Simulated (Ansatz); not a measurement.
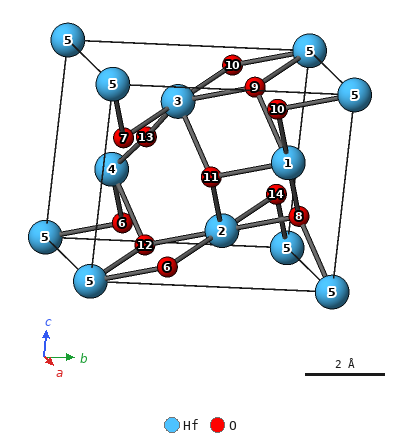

**Figure 1.** The structure as given in the input (ball-and-stick view of the cell of the calculation, seen slightly off an axis; atoms are numbered from 1 in the order of the input). An atom can appear more than once, as a periodic image.

Run report: Hf5O9 (charge +2), single-point calculation

System: Hf5O9 (defect cell, 14 atoms in the cell, total charge +2).
Method: DFT, PBE, plane waves, PAW, PAW set soft_1 (Ansatz 0.2.0).

The structure derives from an entry of the Crystallography Open Database.

**Input**
```yaml
crystal:
  lattice:
    - [-5.0981362878, 0.0, 0.0]
    - [-2.5490681439, 5.0981362878, -2.5490681439]
    - [-2.5490681439, -2.5490681439, -5.0981362878]
  atoms:
    - { symbol: Hf, position: [0.8, 0.8, 0.6], spin: 2.0 }
    - { symbol: Hf, position: [0.6, 0.6, 0.2] }
    - { symbol: Hf, position: [0.4, 0.4, 0.8] }
    - { symbol: Hf, position: [0.2, 0.2, 0.4] }
    - { symbol: Hf, position: [1.0, 0.0, 1.0] }
    - { symbol: O, position: [0.05, 0.3, 0.1] }
    - { symbol: O, position: [0.85, 0.1, 0.7] }
    - { symbol: O, position: [0.65, 0.9, 0.3] }
    - { symbol: O, position: [0.45, 0.7, 0.9] }
    - { symbol: O, position: [0.95, 0.7, 0.9] }
    - { symbol: O, position: [0.75, 0.5, 0.5] }
    - { symbol: O, position: [0.55, 0.3, 0.1] }
    - { symbol: O, position: [0.3326982235, 0.3, 0.6] }
    - { symbol: O, position: [0.15, 0.9, 0.3] }
total_charge: 2
basis:
  ecutwfc: 420
kpoints:
  mp_grid: { grid: [4, 4, 4] }
hamiltonian:
  xc: pbe
  pseudopotentials: { kind: paw, azcp: { folder: soft_1 } }
scf:
  occupations: { method: gaussian, width: 0.05 }
  max_iter: 50
output:
  forces: true
  eigenvalues: true
  stress: true
```

Hardware: 4 threads of Arm Neoverse V1, 24 GiB of memory available, shared host.

Launched with:
```bash
ansatz run input.yaml --threads 4 --pin off --max-ram 8192MiB --backend cpu --events-out ev --progress --plain --runs-dir out
```

**What the program printed**
```
Error: inconsistent input (magnetization.spin_polarized): false but per-atom `spin:`, `per_species`, `initial_magnetization`, `magnetic_field`, or `spin_locking` is set
```

**What the run reported**

```csv
quantity,value
outcome,refused by the program
```

**What went wrong**

This input holds a deliberate fault: a moment without spin polarisation (`magnetization` and `crystal.atoms[0].spin`). The program refused the input: “inconsistent input (magnetization.spin_polarized): false but per-atom `spin:`, `per_species`, `initial_magnetization`, `magnetic_field`, or `spin_locking` is set”
